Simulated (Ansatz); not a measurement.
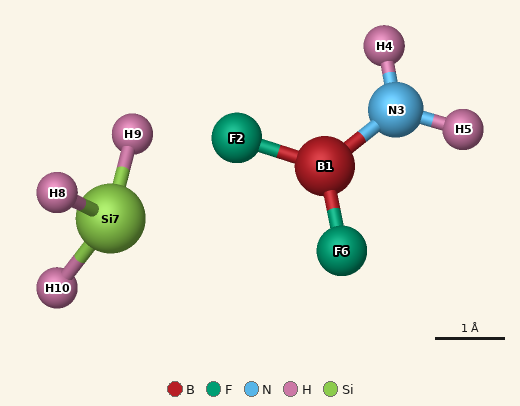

Fig. 1: The starting structure (ball-and-stick view, seen at a tilt; atoms are numbered from 1 in the order of the input). Bond lengths as drawn: B–F 1.34 to 1.35 Å, B–N 1.40 Å, H–N 1.02 Å and H–Si 1.51 to 1.52 Å.

## BSiNH5F2: geometry relaxation (part 1 of 2)

System: BSiNH5F2, multiplicity 2.
Method: UKS PBE-D4/cc-pVDZ (Ansatz 0.2.0).

It belongs to a series of runs on one base structure; here: end point A relaxed. Figures and captions count atoms from 1; the log counts them from 0 in places.

**The program's output**
```
The last accepted step is kept in [file] (removed where the run ends without a failure and the disk answers)
Engine: ansatz 0.2.0, aarch64-unknown-linux-gnu
Functional definition: PBE
  parameter kappa = 0.804
  parameter beta = 0.06672455060314922
  exchange = pbe_x(kappa = kappa, mu = beta*pi^2/3)
  correlation = pbe_c(beta = beta)
1152 factors; their error is unknown
mean field evaluation 1: about -15541.9597 eV, gradient 4.5e1 eV
mean field evaluation 2: about -15512.0236 eV, gradient 7.8e1 eV
mean field evaluation 4: about -15549.3779 eV, gradient 8.1e0 eV
mean field evaluation 8: about -15549.5919 eV, gradient 2.5e-1 eV
mean field evaluation 16: about -15549.5489 eV, gradient 2.0e-4 eV
mean field -15549.54886933 eV, -571.4353810850 hartree, gradient 5.3e-5 eV, S^2 0.752269; 0 other end points of the search recorded, 0 dependent functions left out
the calculation of the forces begins
reference -15549.54891310 eV, -571.4353826937 hartree; 25, 24 occupied and 74, 75 virtual orbitals, 1152 factors
relax step   1: F+E_penalty+E_count = -15549.70191665 eV  Δ(F+E_penalty+E_count) = +0.000e0 eV  max|allowed force component| = 5.670e-1 eV/Å  Δτ_max = 0.0000 Å  (30 SCF iters, accepted)
these checks for a lower state are left out or cut short: starts, cluster_reference, orbital_swaps, neighbouring_geometries, increment
1152 factors; their error is unknown
mean field -15549.58989325 eV, -571.4368886862 hartree, gradient 2.4e-5 eV, S^2 0.752269; 0 other end points of the search recorded, 0 dependent functions left out
[... from here on the field's lines of each further geometry are left out, up to the last ...]
relax step   2: F+E_penalty+E_count = -15549.73371850 eV  Δ(F+E_penalty+E_count) = -3.180e-2 eV  max|allowed force component| = 1.431e-1 eV/Å  Δτ_max = 0.1610 Å  (29 SCF iters, accepted)
relax step   3: F+E_penalty+E_count = -15549.73546470 eV  Δ(F+E_penalty+E_count) = -1.746e-3 eV  max|allowed force component| = 4.586e-2 eV/Å  Δτ_max = 0.0288 Å  (32 SCF iters, accepted)
relax step   4: F+E_penalty+E_count = -15549.73679702 eV  Δ(F+E_penalty+E_count) = -1.332e-3 eV  max|allowed force component| = 6.178e-2 eV/Å  Δτ_max = 0.0471 Å  (31 SCF iters, accepted)
relax step   5: F+E_penalty+E_count = -15549.73816490 eV  Δ(F+E_penalty+E_count) = -1.368e-3 eV  max|allowed force component| = 1.442e-1 eV/Å  Δτ_max = 0.1312 Å  (30 SCF iters, accepted)
relax step   6: F+E_penalty+E_count = -15549.73884649 eV  Δ(F+E_penalty+E_count) = -6.816e-4 eV  max|allowed force component| = 5.882e-2 eV/Å  Δτ_max = 0.0140 Å  (31 SCF iters, accepted)
relax step   7: F+E_penalty+E_count = -15549.73952237 eV  Δ(F+E_penalty+E_count) = -6.759e-4 eV  max|allowed force component| = 9.707e-3 eV/Å  Δτ_max = 0.0579 Å  (30 SCF iters, accepted)
relax step   8: F+E_penalty+E_count = -15549.73986924 eV  Δ(F+E_penalty+E_count) = -3.469e-4 eV  max|allowed force component| = 1.434e-1 eV/Å  Δτ_max = 0.1217 Å  (30 SCF iters, accepted)
relax step   9: F+E_penalty+E_count = -15549.74074481 eV  Δ(F+E_penalty+E_count) = -8.756e-4 eV  max|allowed force component| = 5.781e-2 eV/Å  Δτ_max = 0.0163 Å  (26 SCF iters, accepted)
relax step  10: F+E_penalty+E_count = -15549.74168716 eV  Δ(F+E_penalty+E_count) = -9.424e-4 eV  max|allowed force component| = 2.671e-2 eV/Å  Δτ_max = 0.0600 Å  (30 SCF iters, accepted)
relax step  11: F+E_penalty+E_count = -15549.74186755 eV  Δ(F+E_penalty+E_count) = -1.804e-4 eV  max|allowed force component| = 2.118e-1 eV/Å  Δτ_max = 0.1995 Å  (30 SCF iters, accepted)
relax step  12: F+E_penalty+E_count = -15549.74448002 eV  Δ(F+E_penalty+E_count) = -2.612e-3 eV  max|allowed force component| = 8.614e-2 eV/Å  Δτ_max = 0.0152 Å  (32 SCF iters, accepted)
relax step  13: F+E_penalty+E_count = -15549.74459617 eV  Δ(F+E_penalty+E_count) = -1.161e-4 eV  max|allowed force component| = 5.393e-2 eV/Å  Δτ_max = 0.0422 Å  (30 SCF iters, accepted)
relax step  14: F+E_penalty+E_count = -15549.74488857 eV  Δ(F+E_penalty+E_count) = -2.924e-4 eV  max|allowed force component| = 4.930e-2 eV/Å  Δτ_max = 0.0252 Å  (32 SCF iters, accepted)
relax step  15: F+E_penalty+E_count = -15549.74772859 eV  Δ(F+E_penalty+E_count) = -2.840e-3 eV  max|allowed force component| = 8.776e-2 eV/Å  Δτ_max = 0.1029 Å  (30 SCF iters, accepted)
relax step  16: F+E_penalty+E_count = -15549.74935226 eV  Δ(F+E_penalty+E_count) = -1.624e-3 eV  max|allowed force component| = 2.394e-1 eV/Å  Δτ_max = 0.1957 Å  (31 SCF iters, accepted)
relax step  17: F+E_penalty+E_count = -15549.75253425 eV  Δ(F+E_penalty+E_count) = -3.182e-3 eV  max|allowed force component| = 2.003e-1 eV/Å  Δτ_max = 0.0856 Å  (30 SCF iters, accepted)
relax step  18: F+E_penalty+E_count = -15549.75804557 eV  Δ(F+E_penalty+E_count) = -5.511e-3 eV  max|allowed force component| = 1.065e-1 eV/Å  Δτ_max = 0.0724 Å  (30 SCF iters, accepted)
relax step  19: F+E_penalty+E_count = -15549.76165110 eV  Δ(F+E_penalty+E_count) = -3.606e-3 eV  max|allowed force component| = 1.923e-1 eV/Å  Δτ_max = 0.1523 Å  (30 SCF iters, accepted)
relax step  20: F+E_penalty+E_count = -15549.76280510 eV  Δ(F+E_penalty+E_count) = -1.154e-3 eV  max|allowed force component| = 1.662e-1 eV/Å  Δτ_max = 0.0835 Å  (30 SCF iters, accepted)
relax step  21: F+E_penalty+E_count = -15549.76404654 eV  Δ(F+E_penalty+E_count) = -1.241e-3 eV  max|allowed force component| = 1.452e-1 eV/Å  Δτ_max = 0.0302 Å  (32 SCF iters, accepted)
relax step  22: F+E_penalty+E_count = -15549.76482132 eV  Δ(F+E_penalty+E_count) = -7.748e-4 eV  max|allowed force component| = 6.745e-2 eV/Å  Δτ_max = 0.0488 Å  (31 SCF iters, accepted)
relax step  23: F+E_penalty+E_count = -15549.76560056 eV  Δ(F+E_penalty+E_count) = -7.792e-4 eV  max|allowed force component| = 1.624e-2 eV/Å  Δτ_max = 0.0447 Å  (30 SCF iters, accepted)
relax step  24: F+E_penalty+E_count = -15549.76595600 eV  Δ(F+E_penalty+E_count) = -3.554e-4 eV  max|allowed force component| = 5.690e-2 eV/Å  Δτ_max = 0.0508 Å  (32 SCF iters, accepted)
relax step  25: F+E_penalty+E_count = -15549.76622967 eV  Δ(F+E_penalty+E_count) = -2.737e-4 eV  max|allowed force component| = 4.901e-2 eV/Å  Δτ_max = 0.0340 Å  (32 SCF iters, accepted)
relax step  26: F+E_penalty+E_count = -15549.76610189 eV  Δ(F+E_penalty+E_count) = +1.278e-4 eV  max|allowed force component| = 1.279e-1 eV/Å  Δτ_max = 0.1023 Å  (31 SCF iters, rejected (line search))
relax step  27: F+E_penalty+E_count = -15549.76680525 eV  Δ(F+E_penalty+E_count) = -5.756e-4 eV  max|allowed force component| = 3.584e-2 eV/Å  Δτ_max = 0.0490 Å  (31 SCF iters, accepted)
relax step  28: F+E_penalty+E_count = -15549.76689025 eV  Δ(F+E_penalty+E_count) = -8.500e-5 eV  max|allowed force component| = 1.140e-1 eV/Å  Δτ_max = 0.0977 Å  (30 SCF iters, accepted)
relax step  29: F+E_penalty+E_count = -15549.76769208 eV  Δ(F+E_penalty+E_count) = -8.018e-4 eV  max|allowed force component| = 9.362e-2 eV/Å  Δτ_max = 0.0222 Å  (31 SCF iters, accepted)
relax step  30: F+E_penalty+E_count = -15549.76849894 eV  Δ(F+E_penalty+E_count) = -8.069e-4 eV  max|allowed force component| = 3.890e-2 eV/Å  Δτ_max = 0.0264 Å  (33 SCF iters, accepted)
relax step  31: F+E_penalty+E_count = -15549.76991165 eV  Δ(F+E_penalty+E_count) = -1.413e-3 eV  max|allowed force component| = 5.715e-2 eV/Å  Δτ_max = 0.1023 Å  (31 SCF iters, accepted)
relax step  32: F+E_penalty+E_count = -15549.76946167 eV  Δ(F+E_penalty+E_count) = +4.500e-4 eV  max|allowed force component| = 2.527e-1 eV/Å  Δτ_max = 0.1961 Å  (33 SCF iters, rejected (line search))
relax step  33: F+E_penalty+E_count = -15549.75668972 eV  Δ(F+E_penalty+E_count) = +1.322e-2 eV  max|allowed force component| = 4.657e-1 eV/Å  Δτ_max = 0.0799 Å  (31 SCF iters, rejected (line search))
the calculation of the forces begins
reference -15549.59814374 eV, -571.4371918861 hartree; 25, 24 occupied and 74, 75 virtual orbitals, 1152 factors
relax step  34: F+E_penalty+E_count = -15549.77077030 eV  Δ(F+E_penalty+E_count) = -8.587e-4 eV  max|allowed force component| = 1.606e-2 eV/Å  Δτ_max = 0.0397 Å  (31 SCF iters, accepted)
1152 factors; their error is unknown
mean field evaluation 256: about -15549.6426 eV, gradient 4.6e-1 eV
```

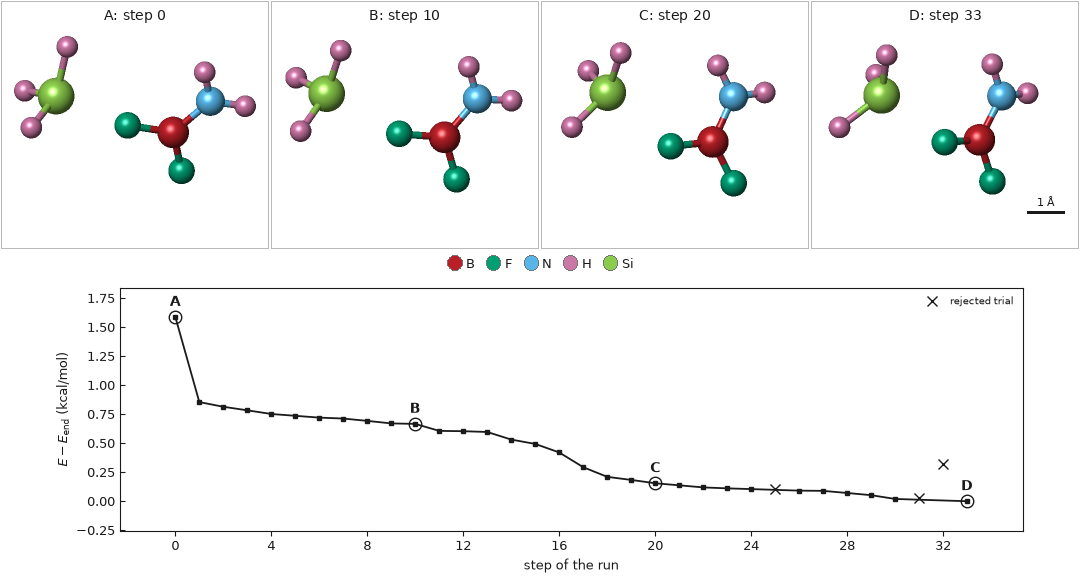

Fig. 2: Frames of the relaxation (ball-and-stick view, seen at a tilt) above the curves, on which the letters mark them (the first geometry is step 0 here and step 1 in the log).

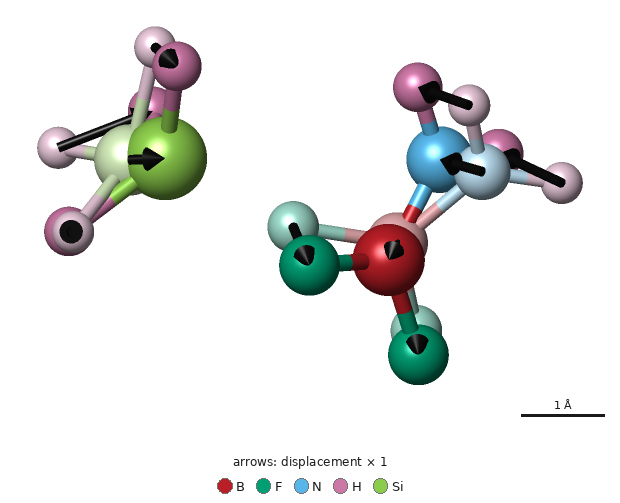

Fig. 3: Start (faint) and end (solid) with the displacements as black arrows, at true length (ball-and-stick view, seen at a tilt). The two geometries are laid on each other by the best rigid fit. After 33 geometry steps the energy has fallen by 1.59 kcal/mol. Largest force component: 0.57 eV/Å at the start, 0.016 eV/Å at the end. The line search rejected the trial steps at points 25, 31, 32 (counted from 0) and went back. The atom that moves furthest after the best rigid fit is H10 (1.23 Å). Largest moves by element: H 1.23 Å, F 0.94 Å, N 0.70 Å, Si 0.48 Å, B 0.34 Å. Among the contacts that change: B1–F2 1.344 → 1.356 Å, Si7–H10 1.521 → 1.513 Å. (Atoms are counted from 1 in the order of the input.)

```
mean field -15549.59810204 eV, -571.4371903537 hartree, gradient 1.8e-5 eV, S^2 0.752322; 1 other end points of the search recorded, 0 dependent functions left out
the calculation of the forces begins
reference -15549.59814374 eV, -571.4371918861 hartree; 25, 24 occupied and 74, 75 virtual orbitals, 1152 factors
Total energy: -15549.77081200 eV, -571.4435373279 hartree
Atom 0 at    -0.017506    -0.400026    -0.085125 Å, force     0.012707    -0.005665     0.015729 eV/Å
Atom 1 at    -0.161908    -1.611892     0.507001 Å, force    -0.002307     0.015097    -0.015259 eV/Å
Atom 2 at     1.231881     0.237611    -0.132371 Å, force    -0.006801     0.009322    -0.008533 eV/Å
Atom 3 at     2.062501    -0.162261     0.298662 Å, force     0.005134     0.002932    -0.003384 eV/Å
Atom 4 at     1.361668     1.151038    -0.562990 Å, force     0.000771    -0.015290     0.015021 eV/Å
Atom 5 at    -1.110026     0.154557    -0.654635 Å, force    -0.008100    -0.005739     0.000507 eV/Å
Atom 6 at     0.012890     0.221067     3.159237 Å, force     0.002363     0.006934     0.011993 eV/Å
Atom 7 at    -1.087458    -0.583608     3.807929 Å, force     0.005735     0.005402    -0.000457 eV/Å
Atom 8 at     1.308950    -0.554932     3.159531 Å, force    -0.007034     0.000665     0.000441 eV/Å
Atom 9 at     0.200808     1.548447     3.859962 Å, force    -0.002469    -0.013658    -0.016057 eV/Å
Dipole moment:     0.496131     0.253334    -0.092921 e Å
```

**Trajectory as extended XYZ (Å, eV, eV/Å), 34 frames, from step=1 to step=34**
```
10
Properties=species:S:1:pos:R:3:forces:R:3 step=1 energy=-15549.70192
B     0.1422   -0.1197   -0.0372   -0.0030   0.4004  -0.5670
F     0.0623   -0.8852    1.0649    0.0055  -0.4520   0.3615
N     1.3298   -0.0333   -0.7739   -0.0162  -0.0065   0.0144
H     2.1732   -0.5376   -0.5101    0.0042  -0.0012   0.0007
H     1.4083    0.5306   -1.6173    0.0014   0.0058   0.0080
F    -0.9685    0.5585   -0.4056    0.0424  -0.0310   0.0092
Si   -0.1669    0.2836    3.5967    0.0233   0.1126   0.2168
H    -0.9387   -1.0107    3.6584   -0.0017   0.0199   0.0173
H     1.3275    0.0209    3.6328   -0.1107   0.0232  -0.0080
H    -0.5674    1.1929    4.7485    0.0546  -0.0710  -0.0528
10
Properties=species:S:1:pos:R:3:forces:R:3 step=2 energy=-15549.73372
B     0.1564   -0.1482   -0.1432   -0.0278   0.1070  -0.1431
F     0.0687   -0.9663    0.9321    0.0018  -0.1053   0.1239
N     1.3503   -0.0308   -0.8645    0.0135   0.0234  -0.0306
H     2.1913   -0.5458   -0.6131   -0.0031   0.0071  -0.0044
H     1.4384    0.5732   -1.6799   -0.0012  -0.0275   0.0436
F    -0.9522    0.5418   -0.4929    0.0248  -0.0165   0.0106
Si   -0.1975    0.3102    3.7437    0.0255   0.0313   0.0961
H    -0.9760   -0.9793    3.8064   -0.0129  -0.0058  -0.0219
H     1.2910    0.0388    3.7595   -0.0332   0.0057  -0.0340
H    -0.5685    1.2064    4.9090    0.0126  -0.0195  -0.0402
10
Properties=species:S:1:pos:R:3:forces:R:3 step=3 energy=-15549.73546
B     0.1578   -0.1592   -0.1489   -0.0093   0.0459  -0.0125
F     0.0727   -0.9919    0.9197    0.0040  -0.0204   0.0100
N     1.3524   -0.0286   -0.8672    0.0026   0.0035  -0.0132
H     2.1941   -0.5456   -0.6225   -0.0006   0.0048  -0.0022
H     1.4409    0.5888   -1.6718   -0.0019  -0.0170   0.0239
F    -0.9508    0.5353   -0.4877    0.0108  -0.0222   0.0050
Si   -0.2008    0.3166    3.7608    0.0003   0.0100  -0.0014
H    -0.9886   -0.9688    3.8040   -0.0003   0.0123   0.0010
H     1.2853    0.0412    3.7443   -0.0203   0.0038  -0.0075
H    -0.5612    1.2123    4.9265    0.0147  -0.0206  -0.0031
10
Properties=species:S:1:pos:R:3:forces:R:3 step=4 energy=-15549.73680
B     0.1609   -0.1661   -0.1344   -0.0121  -0.0618   0.0113
F     0.0802   -1.0166    0.9236    0.0122   0.0541  -0.0445
N     1.3531   -0.0246   -0.8545   -0.0025  -0.0010   0.0212
H     2.1971   -0.5414   -0.6178    0.0021   0.0043   0.0026
H     1.4378    0.6019   -1.6518   -0.0002   0.0017   0.0021
F    -0.9528    0.5220   -0.4670    0.0044   0.0004   0.0175
Si   -0.2067    0.3283    3.7470   -0.0071  -0.0154  -0.0233
H    -1.0048   -0.9511    3.7812    0.0003   0.0155   0.0023
H     1.2756    0.0422    3.6982   -0.0038   0.0027  -0.0055
H    -0.5387    1.2054    4.9327    0.0067  -0.0006   0.0164
10
Properties=species:S:1:pos:R:3:forces:R:3 step=5 energy=-15549.73817
B     0.1634   -0.1913   -0.1025    0.0516  -0.0553   0.1273
F     0.1010   -1.0563    0.9483   -0.0016   0.0889  -0.1442
N     1.3540   -0.0164   -0.8188   -0.0286  -0.0405   0.0422
H     2.2067   -0.5226   -0.5909   -0.0020   0.0002   0.0050
H     1.4295    0.6279   -1.6017   -0.0015   0.0219  -0.0297
F    -0.9588    0.4908   -0.4150   -0.0183  -0.0164  -0.0063
Si   -0.2222    0.3524    3.7024    0.0243  -0.0160   0.0181
H    -1.0470   -0.9103    3.7249    0.0014   0.0176   0.0041
H     1.2513    0.0407    3.5693   -0.0324   0.0116   0.0027
H    -0.4760    1.1852    4.9412    0.0071  -0.0121  -0.0193
10
Properties=species:S:1:pos:R:3:forces:R:3 step=6 energy=-15549.73885
B     0.1633   -0.1899   -0.1043    0.0172  -0.0588   0.0313
F     0.0978   -1.0574    0.9410    0.0003   0.0485  -0.0528
N     1.3553   -0.0137   -0.8172   -0.0102  -0.0087   0.0246
H     2.2089   -0.5167   -0.5850   -0.0026   0.0025   0.0043
H     1.4312    0.6281   -1.6026    0.0006   0.0125  -0.0126
F    -0.9622    0.4829   -0.4261   -0.0066   0.0034   0.0029
Si   -0.2215    0.3497    3.7066    0.0102   0.0108   0.0169
H    -1.0531   -0.9076    3.7345    0.0039   0.0042   0.0028
H     1.2501    0.0370    3.5669   -0.0200  -0.0003   0.0020
H    -0.4680    1.1875    4.9434    0.0072  -0.0140  -0.0195
10
Properties=species:S:1:pos:R:3:forces:R:3 step=7 energy=-15549.73952
B     0.1541   -0.2009   -0.1223   -0.0020   0.0052   0.0097
F     0.0811   -1.0605    0.9265    0.0004  -0.0007  -0.0036
N     1.3575   -0.0040   -0.8095    0.0028   0.0043  -0.0071
H     2.2154   -0.4895   -0.5573   -0.0011   0.0038   0.0033
H     1.4373    0.6369   -1.5961    0.0005  -0.0077   0.0072
F    -0.9763    0.4505   -0.4719   -0.0030  -0.0030  -0.0037
Si   -0.2130    0.3524    3.7162    0.0004  -0.0059  -0.0054
H    -1.0658   -0.8903    3.7484   -0.0007   0.0023  -0.0004
H     1.2506    0.0118    3.5707    0.0004  -0.0010  -0.0018
H    -0.4391    1.1934    4.9526    0.0024   0.0027   0.0017
10
Properties=species:S:1:pos:R:3:forces:R:3 step=8 energy=-15549.73987
B     0.1326   -0.2262   -0.1403   -0.0268   0.1253  -0.1110
F     0.0466   -1.0744    0.9132   -0.0022  -0.0562   0.0564
N     1.3607    0.0215   -0.7707   -0.0177  -0.0241   0.0281
H     2.2304   -0.4208   -0.4734   -0.1047   0.0491  -0.0192
H     1.4468    0.6599   -1.5596    0.0027  -0.0295   0.0285
F    -1.0126    0.3682   -0.5538    0.1434  -0.0616   0.0261
Si   -0.1943    0.3600    3.7106    0.0104  -0.0275  -0.0104
H    -1.1048   -0.8433    3.7484    0.0193   0.0278   0.0037
H     1.2495   -0.0461    3.5246   -0.0270   0.0077   0.0087
H    -0.3531    1.2012    4.9583    0.0027  -0.0110  -0.0109
10
Properties=species:S:1:pos:R:3:forces:R:3 step=9 energy=-15549.74074
B     0.1308   -0.2218   -0.1332   -0.0024   0.0370  -0.0578
F     0.0427   -1.0738    0.9189    0.0015  -0.0233   0.0281
N     1.3578    0.0209   -0.7644   -0.0038  -0.0076   0.0158
H     2.2249   -0.4235   -0.4669   -0.0553   0.0260  -0.0061
H     1.4462    0.6574   -1.5540    0.0022  -0.0137   0.0149
F    -1.0105    0.3743   -0.5466    0.0533  -0.0170   0.0093
Si   -0.1913    0.3582    3.6966    0.0089  -0.0183   0.0097
H    -1.0955   -0.8481    3.7403    0.0059   0.0106  -0.0043
H     1.2545   -0.0429    3.5236   -0.0106   0.0026  -0.0021
H    -0.3580    1.1994    4.9429    0.0002   0.0037  -0.0074
10
Properties=species:S:1:pos:R:3:forces:R:3 step=10 energy=-15549.74169
B     0.1148   -0.2286   -0.1365    0.0242  -0.0176   0.0076
F     0.0130   -1.0828    0.9146    0.0038   0.0028  -0.0078
N     1.3532    0.0322   -0.7356    0.0025  -0.0027   0.0072
H     2.2187   -0.3964   -0.4138   -0.0267   0.0079   0.0020
H     1.4524    0.6672   -1.5245    0.0022   0.0014   0.0020
F    -1.0227    0.3493   -0.5789   -0.0092   0.0075  -0.0090
Si   -0.1715    0.3521    3.6796   -0.0054   0.0125  -0.0042
H    -1.0935   -0.8394    3.7288    0.0071  -0.0001   0.0033
H     1.2694   -0.0649    3.5093   -0.0035  -0.0065   0.0037
H    -0.3320    1.2114    4.9142    0.0050  -0.0052  -0.0047
10
Properties=species:S:1:pos:R:3:forces:R:3 step=11 energy=-15549.74187
B     0.0635   -0.2607   -0.1550    0.1355  -0.0068  -0.0335
F    -0.0831   -1.1296    0.8827    0.0225   0.0916  -0.1004
N     1.3412    0.0740   -0.6403   -0.1268  -0.1015   0.1418
H     2.2036   -0.3010   -0.2392   -0.2118   0.0543  -0.0542
H     1.4746    0.7137   -1.4204   -0.0075   0.0113   0.0034
F    -1.0677    0.2513   -0.6972    0.1861  -0.0494   0.0477
Si   -0.1152    0.3500    3.6199   -0.0036  -0.0125   0.0334
H    -1.0931   -0.7953    3.7090    0.0148   0.0193  -0.0041
H     1.3027   -0.1473    3.4610   -0.0157   0.0039  -0.0055
H    -0.2247    1.2448    4.8368    0.0066  -0.0100  -0.0285
10
Properties=species:S:1:pos:R:3:forces:R:3 step=12 energy=-15549.74448
B     0.0649   -0.2644   -0.1558    0.0208  -0.0144   0.0848
F    -0.0833   -1.1366    0.8777    0.0088   0.0409  -0.0742
N     1.3377    0.0726   -0.6349    0.0016  -0.0184   0.0096
H     2.1953   -0.3077   -0.2364   -0.0861   0.0132  -0.0131
H     1.4734    0.7212   -1.4072   -0.0044   0.0037   0.0053
F    -1.0610    0.2591   -0.6904    0.0570  -0.0257  -0.0064
Si   -0.1149    0.3467    3.6176   -0.0060   0.0092  -0.0035
H    -1.0885   -0.8007    3.7098    0.0078   0.0067   0.0067
H     1.3041   -0.1422    3.4516   -0.0064  -0.0026   0.0021
H    -0.2259    1.2519    4.8252    0.0068  -0.0125  -0.0113
```
